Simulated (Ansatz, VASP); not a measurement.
# Cross-check of Ge (Germanium) between VASP and Ansatz

Aim: how closely do two programs agree when they are given the same cell, functional and k mesh? The cell is taken from a series of VASP runs on this material, whose earlier steps may have relaxed, scaled or displaced it; both programs get it as it stands. Valence electrons are named where the data sets of a main pair hold unlike numbers.

Main program and level: Ansatz 0.2.0; plane waves, with VASP 6.6.1 beside it; band structure at HSE06 and band structure at PBE0.

### Step 1. Set-up

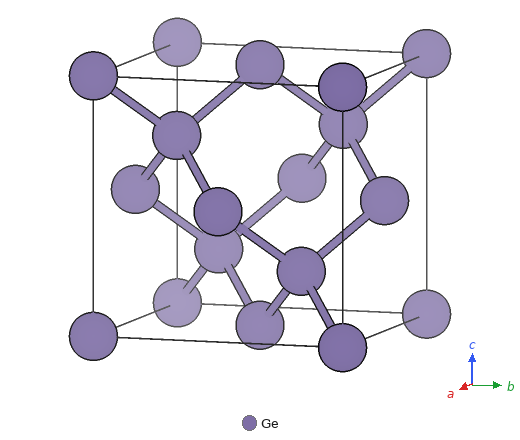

Start, viewed slightly off an axis; germanium purple. This picture shows the conventional cell, with its axes. Bonds to atoms that aren't drawn are left out. Some periodic images of atoms are drawn too.

Coordinates:

```cif
data_structure
_symmetry_space_group_name_H-M 'P 1'
_symmetry_Int_Tables_number 1
_cell_length_a 4.0007
_cell_length_b 4.0007
_cell_length_c 4.0007
_cell_angle_alpha 60.000
_cell_angle_beta 60.000
_cell_angle_gamma 60.000
_cell_volume 45.28
loop_
_atom_site_label
_atom_site_type_symbol
_atom_site_fract_x
_atom_site_fract_y
_atom_site_fract_z
_atom_site_occupancy
Ge1 Ge 0.75000 0.75000 0.75000 1
Ge2 Ge 0.50000 0.50000 0.50000 1
```

### Step 2. Ansatz: band structure, HSE06

Ansatz runs on its default PAW (the set named soft_2) files.

Levels along a path test the potential and the projectors away from the mesh points.

The input, input.yaml:

```yaml
crystal:
  lattice:
    - [0.0, 2.82891, 2.82891]
    - [2.82891, 0.0, 2.82891]
    - [2.82891, 2.82891, 0.0]
  atoms:
    - { symbol: Ge, position: [0.75, 0.75, 0.75] }
    - { symbol: Ge, position: [0.5, 0.5, 0.5] }
hamiltonian:
  xc: { exchange: pbe, correlation: pbe, exx: { coeff: 0.25, omega: 0.2 } }
  pseudopotentials: { kind: paw }
kpoints:
  mp_grid: { grid: [5, 5, 5] }
  band_path:
    path:
      - [0.0, 0.0, 0.0]
      - [0.5, 0.0, 0.5]
      - [0.5, 0.22222, 0.72222]
      - [0.40278, 0.34722, 0.75]
      - [0.125, 0.125, 0.25]
      - [0.27778, 0.27778, 0.27778]
      - [0.5, 0.5, 0.5]
      - [0.55556, 0.38889, 0.55556]
      - [0.58333, 0.25, 0.66667]
      - [0.5, 0.30556, 0.69444]
      - [0.48611, 0.48611, 0.52778]
      - [0.625, 0.25, 0.625]
      - [0.5, 0.0, 0.5]
    npoints: 1
scf:
  occupations: { method: gaussian, width: 0.03 }
  n_extra_bands: 7
output:
  forces: true
  stress: true
  eigenvalues: true
```

Started as:

```bash
$ ansatz run input.yaml --threads 4 --pin off --max-ram 9216MiB --backend cpu --events-out ev --progress --plain --runs-dir out
```

Numbers of over 12 decimals in the logs are rounded to 6 here.

Output:

```text
Warning: output.stress: scf.convergence.dr2_threshold = 1e-7 eV (the SCF's general default) is looser than the 2e-10 eV advised for a printed stress (1e-10 eV for each atom of the cell: 2). What an SCF threshold leaves in a stress goes as its square root, and in the free energy as the threshold itself, and one threshold admits the most on a small cell: [figures from the program's tests cut] Set scf.convergence.dr2_threshold to 2e-10 eV or tighter. The threshold is an SCF's pass mark: one that does not reach it within its budget of iterations ends unconverged, or closes short of it on a stop that the run arms, and scf.convergence.dr2_threshold's page says what that costs each kind of run
Warning: output.stress: scf.exx.energy_threshold = 1e-6 eV is looser than the 2e-8 eV advised for a stress under a hybrid functional (1e-8 eV for each atom of the cell: 2). Every SCF of the exchange loop can meet its threshold on dr2 while the loop round them stops early: no threshold on dr2 bounds what that leaves in the stress. Set scf.exx.energy_threshold to 2e-8 eV or tighter. The threshold is the loop's pass mark: a loop that does not reach it within its budget of cycles ends unconverged, and scf.exx.energy_threshold's page has the law
scf.n_extra_bands = 7 over 14 filled bands (N_el = 28.0): the run solves 21 bands
Engine: ansatz 0.2.0, aarch64-unknown-linux-gnu
Pseudopotentials: kind: paw
Pseudopotential: Ge, paw, valence charge 14, recommended cutoff 420 eV (normal), Ge.paw.azcp
Functional definition: unnamed
  parameter a_1 = 0.25
  parameter omega_1 = 0.2/angstrom
  exchange = pbe_x + (-a_1)*pbe_x_sr(omega_1) + a_1*exact_x_sr(omega_1)
  correlation = pbe_c
Crystal: 2 atoms, lattice volume = 45.278 Å³
Basis set: ecut = 420 eV, 893 PW (Γ), exchange–correlation on 54×54×54 points (8 copies of the dense FFT grid, shifted against one another)
Bands: 21, of which v1, the nominal top of the filled ones, is band 14 counted from 1 (13 counted from 0)
Symmetry: 48 space group operations
Space group: Fd-3m (ITA 227), of the structure as read, at distance tolerance 3.6e-5 Å
k-points: 10 of 125
Non-local potential: Ge, projectors of the file, l = 0: 2, l = 1: 2, l = 2: 3, l = 3: 1
PAW form: soft (Blöchl's): semilocal exchange-correlation on the pseudo side does not see the compensation charge
PAW frozen core: Ge, regenerated for the run's functional, and the local potential with it (the file was generated under x = pbe(κ = 0.804, μ = 0.219515), c = pbe(β = 0.066725))
PAW one-centre angular grid: Ge, 590 points (default); XC on 64 Gauss nodes
Initial density: superposition of atomic densities (neutral atoms: chi_scale 0, normalization atom), corrected by the library's trained network
Initial wavefunctions: pseudopotential atomic-orbital guess
Functional: x = pbe(κ = 0.804, μ = 0.219515), c = pbe(β = 0.066725), warm-up for x = pbe(κ = 0.804, μ = 0.219515) + 0.25 (exact − pbe) at short range (hse, ω = 0.2 Å⁻¹), c = pbe(β = 0.066725)
SCF iter   1: F=—  HF=-8589.839002 eV  |F-HF|=—  |Δ(HF+E_count)|=         —  Δρ=4.07e-4  dr2=2.17e-5  ethr=1.77e-3  ⟨swp⟩=9.1  Hψ=883  notcnv=0
preconditioner: auto → none  [insulator: Δε(μ)=0.038 eV  Ē_g=25.913 eV  σ=0.030 eV  W_gap=0.59  n_scr=14 (ndim 8)  ℏωp=29.2 eV  f_vac=0.074  D(μ)=0.66/eV (n_scr^D=0)]
SCF iter   2: F=—  HF=-8589.839248 eV  |F-HF|=—  |Δ(HF+E_count)|=   2.45e-4  Δρ=2.24e-4  dr2=7.02e-6  ethr=7.74e-8  ⟨swp⟩=4.5  Hψ=673  notcnv=0  defer=1
iter 3 solved again at ethr=1.46e-9 eV; its pass at ethr=2.51e-8 eV (dr2=4.08e-7 eV) is discarded
SCF iter   3: F=—  HF=-8589.839286 eV  |F-HF|=—  |Δ(HF+E_count)|=   3.81e-5  Δρ=4.27e-5  dr2=4.25e-7  ethr=1.46e-9  ⟨swp⟩=3.0  Hψ=831  notcnv=0
SCF iter   4: F=—  HF=-8589.839288 eV  |F-HF|=—  |Δ(HF+E_count)|=   1.82e-6  Δρ=1.20e-5  dr2=4.07e-8  ethr=1.46e-9  ⟨swp⟩=3.2  Hψ=494  notcnv=0
SCF iter   5: F=—  HF=-8589.839288 eV  |F-HF|=—  |Δ(HF+E_count)|=   2.73e-7  Δρ=2.11e-6  dr2=7.38e-10  ethr=1.45e-10  ⟨swp⟩=3.0  Hψ=392  notcnv=0
SCF iter   6: F=-8589.839288 eV  HF=-8589.839288 eV  |F-HF|=1.58e-10  |Δ(HF+E_count)|=   2.92e-9  Δρ=6.53e-7  dr2=4.29e-11  ethr=2.63e-12  ⟨swp⟩=4.0  Hψ=597  notcnv=0
SCF 1 converged in 6 iterations: F = -8589.839288 eV  dr2 = 4.29e-11
  greatest PAW one-centre occupation: 0.998 electrons in one spin orbital (limit 2), on the Ge atom at site 1 (counted from 0), in its partial waves of l = 2
Initial density: handed on by an earlier stage of this run
Initial wavefunctions: those handed on with the density
Functional: x = pbe(κ = 0.804, μ = 0.219515) + 0.25 (exact − pbe) at short range (hse, ω = 0.2 Å⁻¹), c = pbe(β = 0.066725)
Exchange kernel: α = 0.2500, screened, ω = 0.2000 Å⁻¹, Wigner–Seitz truncation, v(0) = 1126.3259 eV·Å³, q-mesh 5×5×5, nearest image of the exchange supercell L = 20.00 Å, pair-density grid 20×20×20, without the augmentation charges, whose exchange is taken in its separable form by FFT convolution over the k-point mesh (sized by the pseudopotential files, 24×24×24 at the most), smooth part of the exact exchange by density-matrix convolution
Frozen-core exchange: fock
iter 1 solved again at ethr=5.08e-5 eV; its pass at ethr=1.00e-1 eV (dr2=1.42e-2 eV) is discarded
SCF iter   1: F=—  HF=-8591.635464 eV  |F-HF|=—  |Δ(HF+E_count)|=         —  Δρ=1.25e-2  dr2=2.16e-2  ethr=5.08e-5  ⟨swp⟩=4.7  Hψ=1188  notcnv=0
preconditioner: auto → none  [insulator: Δε(μ)=0.773 eV  Ē_g=29.440 eV  σ=0.030 eV  W_gap=1.00  n_scr=14 (ndim 8)  ℏωp=29.2 eV  f_vac=0.072  D(μ)=0.00/eV (n_scr^D=0)]
SCF iter   2: F=—  HF=-8591.624132 eV  |F-HF|=—  |Δ(HF+E_count)|=   1.13e-2  Δρ=4.63e-3  dr2=2.79e-3  ethr=5.08e-5  ⟨swp⟩=3.3  Hψ=583  notcnv=0
SCF iter   3: F=—  HF=-8591.624759 eV  |F-HF|=—  |Δ(HF+E_count)|=   6.27e-4  Δρ=1.48e-3  dr2=3.38e-4  ethr=9.81e-6  ⟨swp⟩=3.0  Hψ=451  notcnv=0
SCF iter   4: F=—  HF=-8591.624708 eV  |F-HF|=—  |Δ(HF+E_count)|=   5.09e-5  Δρ=5.94e-4  dr2=4.88e-5  ethr=1.21e-6  ⟨swp⟩=3.0  Hψ=489  notcnv=0
SCF iter   5: F=-8591.624673 eV  HF=-8591.624673 eV  |F-HF|=2.34e-7  |Δ(HF+E_count)|=   3.52e-5  Δρ=4.52e-5  dr2=2.83e-7  ethr=1.73e-7  ⟨swp⟩=3.0  Hψ=453  notcnv=0
SCF 2 stopped early in 5 iterations: F = -8591.624673 eV  dr2 = 2.83e-7
hybrid outer 1: dexx = +9.817e-3 eV, tail = 5.06e-5 eV
Exchange kernel: α = 0.2500, screened, ω = 0.2000 Å⁻¹, Wigner–Seitz truncation, v(0) = 1126.3259 eV·Å³, q-mesh 5×5×5, nearest image of the exchange supercell L = 20.00 Å, pair-density grid 20×20×20, without the augmentation charges, whose exchange is taken in its separable form by FFT convolution over the k-point mesh (sized by the pseudopotential files, 24×24×24 at the most), smooth part of the exact exchange by density-matrix convolution
Frozen-core exchange: fock
SCF iter   1: F=—  HF=-8591.625126 eV  |F-HF|=—  |Δ(HF+E_count)|=         —  Δρ=8.50e-5  dr2=1.04e-6  ethr=9.03e-7  ⟨swp⟩=3.4  Hψ=494  notcnv=0
preconditioner: auto → none  [insulator: Δε(μ)=0.908 eV  Ē_g=29.224 eV  σ=0.030 eV  W_gap=1.00  n_scr=14 (ndim 8)  ℏωp=29.2 eV  f_vac=0.072  D(μ)=0.00/eV (n_scr^D=0)]
SCF iter   2: F=—  HF=-8591.625127 eV  |F-HF|=—  |Δ(HF+E_count)|=   6.89e-7  Δρ=2.93e-5  dr2=1.28e-7  ethr=3.51e-9  ⟨swp⟩=3.9  Hψ=551  notcnv=0
SCF iter   3: F=—  HF=-8591.625127 eV  |F-HF|=—  |Δ(HF+E_count)|=   2.29e-8  Δρ=1.76e-5  dr2=4.08e-8  ethr=4.42e-10  ⟨swp⟩=2.1  Hψ=358  notcnv=0
SCF iter   4: F=—  HF=-8591.625127 eV  |F-HF|=—  |Δ(HF+E_count)|=  3.09e-10  Δρ=3.90e-6  dr2=3.96e-9  ethr=1.45e-10  ⟨swp⟩=3.1  Hψ=533  notcnv=0
SCF iter   5: F=-8591.625127 eV  HF=-8591.625127 eV  |F-HF|=8.00e-11  |Δ(HF+E_count)|=   6.82e-9  Δρ=4.42e-7  dr2=5.38e-11  ethr=1.38e-11  ⟨swp⟩=3.1  Hψ=546  notcnv=0
SCF 3 converged in 5 iterations: F = -8591.625127 eV  dr2 = 5.38e-11
  Residual-converged pass: ⟨swp⟩=2.0  Hψ=305  notcnv=0  max |occ|·‖R‖ = 2.4e-6 eV (tolerance 2.4e-6 eV)  dr2=5.41e-11  dr2_onsite=9.27e-11  max |Δocc| = 2.2e-112
hybrid outer 2: dexx = +5.440e-7 eV, tail = 1.90e-8 eV, Δε = 3.06e-3 eV (about 9.05e-5 eV left of the loop's levels)
NSCF: frozen V_eff on 13 k-points
hybrid SCF converged: 2 outer / 10 inner (+6 warm-up), last move |dexx| = 5.44e-7 eV, tail = 1.90e-8 eV
Stability not checked: this state was not tested for a lower state beside it, because the functional holds exact exchange (a hybrid, or Hartree-Fock), whose exchange loop this test does not read (fock_operator; see scf.lower_state_search)
Free energy (F): -8591.625127 eV
Frozen-core exchange: fock
Harris-Foulkes:  -8591.625127 eV  (|F-HF|=8.00e-11)
Internal energy: -8591.625127 eV  (E = F + TS)
E sigma→0 (E₀):  -8591.625127 eV
Fermi energy:    8.704271 eV
--- Per-component energies (eV) ---
  E_band       = -374.237242
  E_kinetic    = 221.453593
  E_local      = -4946.305445  (includes V_loc(G=0)·N_el)
  E_nonlocal   = 839.707653
  E_hartree    = 2175.389403
  E_xc         = -121.477549
  E_vxc        = -103.700809  (∫ρ·V_xc dr)
  E_exx        = -109.489140  (= α·E_x^exact, valence–valence)
  E_paw        = -3963.039870  (= ΣΔE_a)
  E_vpaw       = -517.193716  (= ΣTr[D̂ρ^β])
  E_aug_tail   = 0.000716  (compensation charges beyond the density's cutoff)
  E_ewald      = -2687.134708
  E_core_change = -0.729780  (= ΣΔE_core)
  E_smearing   = -0.000000  (= −TS)
  E_closure    = 0.000000  (closes the sum)
  Σ components = -8591.625127   (vs F -8591.625127, Δ=0.00e0)
--- Forces (eV/Å), atoms counted from 1 ---
  atom   1  Ge    -0.00000000    -0.00000000     0.00000000
  atom   2  Ge     0.00000000    -0.00000000    -0.00000000
  max |Σ_I F_I| component: 3.70e-17 eV/Å
--- Stress (GPa, compression-positive) ---
        0.998008      -0.000000       0.000000
       -0.000000       0.998008       0.000000
        0.000000       0.000000       0.998008
  P = ⅓ Tr σ = 0.9980 GPa (9.980 kbar)
--- Band table (eV; the first three rows and the last of 10) ---
  k-point 0: bands = [... 10 lower, -5.8001, 8.2491, 8.2491, 8.2491, 9.1583, 11.4856, 11.4856, 11.4856, ... 3 higher]
  k-point 1: bands = [... 10 lower, -5.2656, 4.2574, 7.5393, 7.5393, 9.8159, 12.4117, 12.4117, 13.8695, ... 3 higher]
  k-point 2: bands = [... 10 lower, -3.8902, 0.6590, 6.8227, 6.8227, 9.1808, 12.7580, 12.7580, 16.3181, ... 3 higher]
  k-point 9: bands = [... 10 lower, -2.5557, -0.1187, 3.8400, 4.9012, 12.3192, 12.6527, 13.2876, 16.7502, ... 3 higher]
```

Elapsed: 41 s, on 4 threads of Arm Neoverse V2, shared host; peak memory 0.74 GiB.

Reading the cycles: dr2 is the Hartree energy of the density residual (eV), the measure of convergence; HF is the Harris–Foulkes estimate of the energy, which meets the free energy F at convergence.

[end of part 1 of 2]

[Lines on the potential files, build, host, timing and source positions are cut from VASP's logs without a mark.]

[Logs are printed without paths, hosts, clocks, repeated set-up lines and the standing remarks that a program may print on its own settings, such as how far it seeks lower states.]

[Hosts, paths, dates, database ids (printed as entryN), source tags and the programs' standing remarks are cut or masked in the printed files.]
